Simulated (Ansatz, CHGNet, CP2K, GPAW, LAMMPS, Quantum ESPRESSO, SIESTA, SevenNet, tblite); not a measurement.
**CP2K on glassy 40SiO2-28Al2O3-16Li2O-16SrO (mol %) (85 atoms): settings against a plane-wave reference**

How do the settings of CP2K change the result for glassy 40SiO2-28Al2O3-16Li2O-16SrO (mol %) (85 atoms)? A plane-wave run serves as the yardstick.

Program: CP2K 2026.2. Level of theory: the method is named at each step. Results are calculated unless marked as measured.

## 1. The starting structure

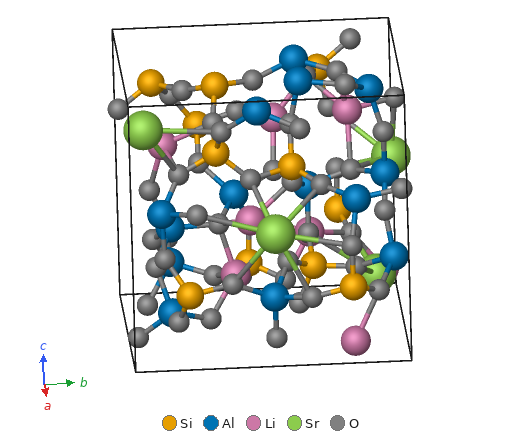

The starting structure, seen slightly off an axis (silicon orange, aluminium blue, lithium pink, strontium green, oxygen grey). Some periodic images of atoms are drawn too.

The cell holds 85 atoms: 10 Si, 14 Al, 8 Li, 4 Sr and 49 O. Its edges and angles: a = 10.152 Å, b = 10.152 Å, c = 10.152 Å, α = 90.0°, β = 90.0°, γ = 90.0°. 85 atoms (10 Si, 14 Al, 8 Li, 4 Sr, 49 O) placed at random at 2.93 g/cm³, melted at 4000 K for 10 ps at fixed volume with the Morse and Coulomb pair potential with partial charges (Pedone, Malavasi, Menziani, Cormack and Segre, J. Phys. Chem. B 110, 11780 (2006)). Quenched from 4000 K to 300 K at 6 K/ps and fixed volume, held 5 ps, then minimised at fixed cell.

The yardstick, on the same geometry:

- method: Kohn-Sham DFT, PBE, PAW, plane waves (Ansatz 0.2.0); cutoff 420 eV, Γ point, fermi-dirac smearing of 0.05 eV; PAW set soft_2
- r.m.s. force component: 0.7358 eV/Å
- longest force: 2.917 eV/Å
- pressure: 4.29 GPa
- gap (highest filled to lowest empty level): 3.667 eV
- SCF cycles: 9
- time: 5.9 s on 8 threads of Arm Neoverse V2, shared host
- CPU time: 41 s

## 2. PBE, DZVP-MOLOPT-SR, 600/50 Ry, diagonalisation

Method: Kohn-Sham DFT, PBE, GTH-PBE pseudopotentials, Gaussian and plane waves, DZVP-MOLOPT-SR-GTH, diagonalisation.

Contents of input.inp:

```
&GLOBAL
  PROJECT cell
  RUN_TYPE ENERGY_FORCE
  PRINT_LEVEL LOW
&END GLOBAL
&FORCE_EVAL
  METHOD QS
  STRESS_TENSOR ANALYTICAL
  &DFT
    BASIS_SET_FILE_NAME BASIS_MOLOPT
    POTENTIAL_FILE_NAME GTH_POTENTIALS
    &MGRID
      CUTOFF 600
      REL_CUTOFF 50
      NGRIDS 5
    &END MGRID
    &QS
      EPS_DEFAULT 1.0E-12
    &END QS
    &SCF
      SCF_GUESS ATOMIC
      EPS_SCF 1.0E-06
      MAX_SCF 200
      ADDED_MOS 14
      &DIAGONALIZATION
        ALGORITHM STANDARD
      &END DIAGONALIZATION
      &SMEAR ON
        METHOD FERMI_DIRAC
        ELECTRONIC_TEMPERATURE [K] 580
      &END SMEAR
      &MIXING
        METHOD BROYDEN_MIXING
        ALPHA 0.3
        NBROYDEN 8
      &END MIXING
      &PRINT
        &RESTART OFF
        &END RESTART
      &END PRINT
    &END SCF
    &XC
      &XC_FUNCTIONAL PBE
      &END XC_FUNCTIONAL
    &END XC
    &PRINT
      &MULLIKEN ON
      &END MULLIKEN
      &LOWDIN ON
      &END LOWDIN
      &HIRSHFELD ON
      &END HIRSHFELD
      &MO ON
        EIGENVALUES T
        OCCUPATION_NUMBERS T
        MO_INDEX_RANGE 209 232
        &EACH
          QS_SCF 0
        &END EACH
        ADD_LAST NUMERIC
      &END MO
    &END PRINT
  &END DFT
  &SUBSYS
    &CELL
      A 10.15170 0.00000 0.00000
      B 0.00000 10.15170 0.00000
      C 0.00000 0.00000 10.15170
    &END CELL
    &COORD
      SCALED
      Si 0.75706 0.32435 0.74161
      Si 0.11876 0.28916 0.66301
      Si 0.19136 0.46030 0.15665
      Si 0.27031 0.12093 0.87191
      Si 0.90786 0.20996 0.25280
      Si 0.08655 0.73274 0.84905
      Si 0.99995 0.79697 0.28788
      Si 0.71011 0.59982 0.66480
      Si 0.49346 0.33996 0.91758
      Si 0.59145 0.67399 0.25477
      Al 0.94300 0.46752 0.94742
      Al 0.30347 0.40753 0.44956
      Al 0.68605 0.63338 0.97838
      Al 0.47117 0.16583 0.38202
      Al 0.64041 0.15722 0.11237
      Al 0.84674 0.51848 0.21573
      Al 0.56611 0.94345 0.58459
      Al 0.44056 0.66725 0.51177
      Al 0.22421 0.17356 0.17984
      Al 0.37242 0.63387 0.96895
      Al 0.93897 0.81962 0.60087
      Al 0.72958 0.96033 0.31735
      Al 0.86665 0.11696 0.55115
      Al 0.59505 0.89263 0.91202
      Li 0.24208 0.56061 0.71390
      Li 0.26281 0.67930 0.28474
      Li 0.89613 0.80438 0.05298
      Li 0.11009 0.95217 0.08834
      Li 0.45977 0.39843 0.19309
      Li 0.37026 0.82262 0.76915
      Li 0.54841 0.14173 0.71860
      Li 0.61596 0.45004 0.44040
      Sr 0.22546 0.98377 0.54641
      Sr 0.89596 0.05736 0.87895
      Sr 0.39661 0.91037 0.15643
      Sr 0.98815 0.52102 0.49470
      O 0.70217 0.93233 0.48266
      O 0.27653 0.58676 0.11304
      O 0.45654 0.66613 0.33741
      O 0.70550 0.57680 0.30763
      O 0.93459 0.98456 0.63026
      O 0.85332 0.12505 0.37805
      O 0.80449 0.52388 0.05057
      O 0.00124 0.79556 0.44300
      O 0.61376 0.32342 0.81225
      O 0.23634 0.08691 0.02623
      O 0.32071 0.55288 0.53808
      O 0.14902 0.19432 0.78988
      O 0.06254 0.43860 0.07108
      O 0.43401 0.82675 0.56309
      O 0.55875 0.29956 0.05956
      O 0.86870 0.33962 0.85266
      O 0.05881 0.17547 0.22377
      O 0.88511 0.36588 0.28246
      O 0.82103 0.69929 0.62471
      O 0.23646 0.68207 0.86669
[... 25 atom lines left out ...]
      O 0.58559 0.60582 0.57239
      O 0.58975 0.03352 0.00993
      O 0.23810 0.28644 0.55357
      O 0.30367 0.99861 0.78829
    &END COORD
    &KIND Si
      BASIS_SET DZVP-MOLOPT-SR-GTH-q4
      POTENTIAL GTH-PBE-q4
    &END KIND
    &KIND Al
      BASIS_SET DZVP-MOLOPT-SR-GTH-q3
      POTENTIAL GTH-PBE-q3
    &END KIND
    &KIND Li
      BASIS_SET DZVP-MOLOPT-SR-GTH-q3
      POTENTIAL GTH-PBE-q3
    &END KIND
    &KIND Sr
      BASIS_SET DZVP-MOLOPT-SR-GTH-q10
      POTENTIAL GTH-PBE-q10
    &END KIND
    &KIND O
      BASIS_SET DZVP-MOLOPT-SR-GTH-q6
      POTENTIAL GTH-PBE-q6
    &END KIND
  &END SUBSYS
  &PRINT
    &FORCES ON
    &END FORCES
    &STRESS_TENSOR ON
    &END STRESS_TENSOR
  &END PRINT
&END FORCE_EVAL
```

Command:

```console
$ OMP_NUM_THREADS=1 mpirun -np 4 cp2k.psmp -i input.inp > output.txt
```

Numbers of over 12 decimals in the logs are rounded to 6 here.

What it wrote:

```text
CP2K| version string:                                       CP2K version 2026.2
 CP2K| Input file name                                                 input.inp
 GLOBAL| Basis set file name                                        BASIS_MOLOPT
 GLOBAL| Potential file name                                      GTH_POTENTIALS
 GLOBAL| Run type                                                   ENERGY_FORCE
 GLOBAL| Total number of message passing processes                             4
 GLOBAL| Number of threads for this process                                    1
 TOTAL NUMBERS AND MAXIMUM NUMBERS
  Total number of            - Atomic kinds:                                   5
                             - Atoms:                                         85
                             - Shell sets:                                    85
                             - Shells:                                       421
                             - Primitive Cartesian functions:                405
                             - Cartesian basis functions:                   1130
                             - Spherical basis functions:                   1053
  Maximum angular momentum of- Orbital basis functions:                        2
                             - Local part of the GTH pseudopotential:          6
                             - Non-local part of the GTH pseudopotential:      3
 SCF PARAMETERS         Density guess:                                    ATOMIC
                        max_scf:                                             200
                        eps_scf:                                        1.00E-06
                        added MOs                                        14    0
                        Mixing method:                            BROYDEN_MIXING
                                                charge density mixing in g-space
                        Smear method:                                FERMI_DIRAC
                        Electronic temperature [K]:                        580.0
                        Electronic temperature [a.u.]:                  1.84E-03
                        Accuracy threshold:                             1.00E-10
 Extrapolation method: initial_guess
 Number of electrons:                                                        440
 Number of occupied orbitals:                                                220
 Number of molecular orbitals:                                               234
 Number of orbital functions:                                               1053
 Number of independent orbital functions:                                   1053
 SCF WAVEFUNCTION OPTIMIZATION
  Step     Update method      Time    Convergence         Total energy    Change
     1 NoMix/Diag. 0.30E+00    2.9     1.93727521     -1043.1373813616 -1.04E+03
     2 Broy./Diag. 0.30E+00    3.7     0.27707351      -959.5324923863  8.36E+01
     3 Broy./Diag. 0.30E+00    3.7     0.10267758     -1028.1127908422 -6.86E+01
     4 Broy./Diag. 0.30E+00    3.8     0.02011602     -1042.3094924593 -1.42E+01
[...]
15 Broy./Diag. 0.30E+00    3.8     0.00000163     -1041.6279042665 -3.08E-05
    16 Broy./Diag. 0.30E+00    3.8     0.00000057     -1041.6278920898  1.22E-05
  *** SCF run converged in    16 steps ***
  Electronic density on regular grids:       -440.0000000000        0.0000000000
  Core density on regular grids:              439.9999999996       -0.0000000004
  Total charge density on r-space grids:       -0.0000000004
  Total charge density g-space grids:          -0.0000000004
  Overlap energy of the core charge distribution:               6.39967e-07
  Self energy of the core charge distribution:              -2502.206669
  Core Hamiltonian energy:                                    686.230331
  Hartree energy:                                            1007.649336
  Exchange-correlation energy:                               -233.300892
  Electronic entropic energy:                                  -0.000000
  Fermi energy:                                                 0.202240
  Total energy:                                             -1041.627892
  Total energy (extrapolated to T->0):                      -1041.627892
 MO| EIGENVALUES AND OCCUPATION NUMBERS
 MO|
 MO|  Index      Eigenvalue [a.u.]        Eigenvalue [eV]             Occupation
 MO|    209               0.097741               2.659657               2.000000
 MO|    210               0.101638               2.765723               2.000000
 MO|    211               0.102801               2.797346               2.000000
[...]
MO|    231               0.343531               9.347956               0.000000
 MO|    232               0.345514               9.401924               0.000000
 MO| Sum:                                                             440.000000
 MO| E(Fermi):            0.202240 a.u.          5.503227 eV
 MO| Band gap:            0.131679 a.u.          3.583180 eV
 !-----------------------------------------------------------------------------!
                     Mulliken Population Analysis
 #  Atom  Element  Kind  Atomic population                           Net charge
       1     Si       1          3.307030                              0.692970
       2     Si       1          3.422605                              0.577395
       3     Si       1          3.310474                              0.689526
[...]
# Total charge                            440.000000                 -0.000000
 !-----------------------------------------------------------------------------!
 !-----------------------------------------------------------------------------!
                           Hirshfeld Charges
  #Atom  Element  Kind  Ref Charge     Population                    Net charge
      1       Si     1       4.000          3.030                         0.970
      2       Si     1       4.000          2.997                         1.003
      3       Si     1       4.000          3.119                         0.881
[...]
84       O      5       6.000          6.309                        -0.309
     85       O      5       6.000          6.123                        -0.123
  Total Charge                                                           -0.000
 !-----------------------------------------------------------------------------!
 LOWDIN POPULATION ANALYSIS
 #  Atom  Element  Kind  Atomic population                           Net charge
[...]
84     O        5          6.521756                             -0.521756
      85     O        5          6.663758                             -0.663758
 # Total charge                            440.000000                 -0.000000
 ENERGY| Total FORCE_EVAL ( QS ) energy [hartree]          -1041.627904
 FORCES| Atomic forces [hartree/bohr]
 FORCES|   Atom     x               y               z               |f|
 FORCES|      1  6.06293309E-03  2.26053834E-02  1.80103549E-02   2.95319387E-02
 FORCES|      2  1.47301540E-02  3.18677242E-04 -1.45286806E-02   2.06920650E-02
 FORCES|      3 -4.95997382E-04 -1.46080932E-02  4.23406513E-03   1.52174146E-02
[...]
FORCES|     84  1.63619301E-02 -1.90269531E-02 -6.79232751E-03   2.59975655E-02
 FORCES|     85  1.17419716E-02 -4.17501904E-02 -3.24937245E-02   5.41921989E-02
 FORCES| Sum    -6.02111140E-03  3.83422867E-03  7.53781605E-03
 FORCES| Total atomic force                                       1.03814143E-02
 STRESS| Analytical stress tensor [bar]
 STRESS|                        x                   y                   z
 STRESS|      x        3.64494329150E+04  -6.55499418199E+03  -2.56714569378E+02
 STRESS|      y       -6.55499418199E+03   4.81199950316E+04   9.81294234286E+03
 STRESS|      z       -2.56714569378E+02   9.81294234286E+03   4.53388745313E+04
 STRESS| 1/3 Trace                                             4.33027674927E+04
```

Elapsed: 72 s, on 4 MPI ranks of Arm Neoverse V2, shared host; peak memory 3.9 GiB; 4.8 min of CPU time.

Banners, paths, timers and routine set-up lines are dropped from the logs unmarked, and long logs keep their key lines alone; longer cuts are marked.

Compared with the plane-wave run:

| Item | Value |
| --- | --- |
| r.m.s. force component | 0.746 eV/Å |
| r.m.s. difference of force components | 71.98 meV/Å |
| longest difference of force vectors | 268.7 meV/Å |
| force difference over r.m.s. force | 9.783 % |
| slope of forces against the reference's | 1.009 |
| correlation of force components | 0.9954 |
| gap (highest filled to lowest empty level) | 3.583 eV |
| gap difference | -0.0834 eV |
| pressure | 4.33 GPa |
| pressure difference | 0.0398 GPa |

Length of the force difference by element (eV/Å):

| element | atoms | mean | most |
| --- | --- | --- | --- |
| Al | 14 | 0.11 | 0.22 |
| Li | 8 | 0.068 | 0.095 |
| O | 49 | 0.11 | 0.19 |
| Si | 10 | 0.17 | 0.27 |
| Sr | 4 | 0.068 | 0.15 |

Levels nearest the highest filled one (eV from it): -0.85, -0.75, -0.72, -0.66, -0.61, -0.49, -0.40, -0.37, -0.35, -0.30, -0.07, 0.00, 3.58, 4.72, 5.13, 5.18, 5.31, 5.36, 5.52, 5.59, 5.66, 5.73, 5.83, 5.89.

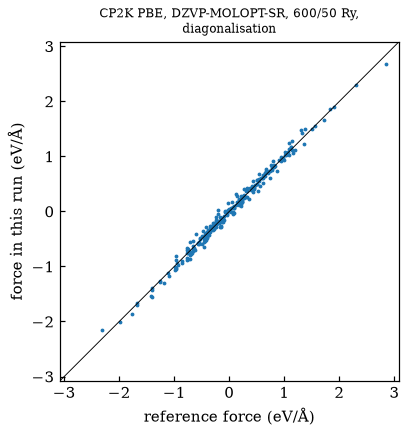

Force components against those of the reference; the line marks equality.

Local excerpt of 10 atoms (numbers count through the whole input) about Sr33, picked at random; x, y, z are measured from there.

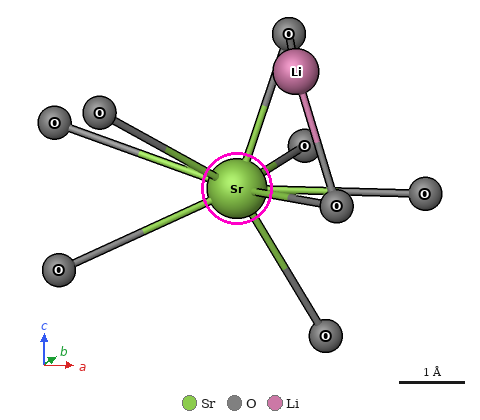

The atoms of the table, within 3.2 Å (arrows a, b, c point along x, y, z); some may hide others; the central atom is ringed.

| atom | x | y | z | distance (Å) | bonds | Mulliken charge (e) | Fx | Fy | Fz (eV/Å) |
| --- | --- | --- | --- | --- | --- | --- | --- | --- | --- |
| Sr33 | 0.00 | 0.00 | 0.00 | 0.00 | 8 | 1.24 | 0.10 | 0.57 | 0.35 |
| O85 | 0.79 | 0.15 | 2.46 | 2.59 | 3 | -0.66 | 0.60 | -2.15 | -1.67 |
| O50 | 2.12 | -1.59 | 0.17 | 2.66 | 4 | -0.81 | -1.54 | 0.94 | 0.64 |
| O62 | 2.70 | 1.11 | -0.13 | 2.92 | 4 | -0.75 | -0.51 | -0.15 | 1.17 |
| O73 | 1.04 | 1.26 | -2.51 | 2.99 | 4 | -0.78 | -0.27 | -1.29 | 0.10 |
| O76 | -1.54 | -2.17 | 1.53 | 3.07 | 3 | -0.61 | 0.66 | 0.17 | -2.01 |
| O41 | -2.95 | 0.01 | 0.85 | 3.07 | 4 | -0.73 | 0.45 | 0.29 | 1.08 |
| O84 | 0.13 | 3.07 | 0.07 | 3.08 | 3 | -0.61 | 0.84 | -0.98 | -0.35 |
| O44 | -2.28 | -1.91 | -1.05 | 3.15 | 4 | -0.60 | 0.81 | -0.54 | 2.30 |
| Li30 | 1.47 | -1.64 | 2.26 | 3.15 | 4 | 0.64 | -0.02 | 0.49 | 0.46 |

Forces lie 9.8 % from the reference's, at 6.9 times its CPU time (on 4 against 8 cores).

The forces add up to 0.53 eV/Å instead of zero, usually a sign of too coarse a grid.

(Part 1 of 3 ends here.)

[Also dropped from logs without a mark: logging warnings of Python, and SIESTA's first energy breakdown and zero terms.]

[Logs are printed without paths, hosts, clocks, repeated set-up lines and the standing remarks that a program may print on its own settings, such as how far it seeks lower states.]

[Hosts, paths, dates, database ids (printed as entryN), source tags and the programs' standing remarks are cut or masked in the printed files.]
